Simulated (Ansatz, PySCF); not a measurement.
H2O (SMILES O) and H2S (SMILES S) are pulled apart as rigid monomers along the line of their centres of mass, from the B3LYP-D3(BJ)/def2-TZVP minimum. Starting geometry (charge 0, multiplicity 1):
```
atom    x (Å)    y (Å)    z (Å)
----  -------  -------  -------
O      0.0663   0.3707  -0.0044
H      0.9296   0.6030  -0.3628
H     -0.2027  -0.4290  -0.4693
S      0.0129   0.0539   3.4709
H     -0.0112   0.2281   2.1337
H     -0.8980   1.0166   3.6825
```

Interaction energies with rigid monomers; basis-set methods are counterpoise corrected unless marked otherwise.

Rows in 3-21G, 6-31G* carry no dispersion term and start afresh at each structure (6-31G* with six Cartesian d functions).

The values were computed with Ansatz (Gaussian basis) for Hartree–Fock, density functionals and correlated methods; PySCF for 3-21G rows, 6-31G* rows, the dispersion terms. Values without a source in brackets are computed.

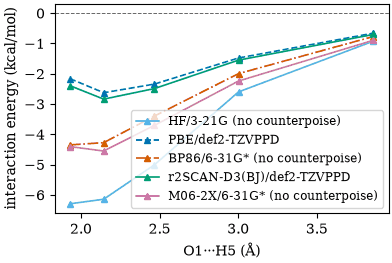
*Interaction energy against separation*

Problem. Which level binds most strongly at O1···H5 = 2.14, and by how much?

Solution. HF/3-21G (no counterpoise), -6.1 kcal/mol.

Ansatz is a program for electronic structure.
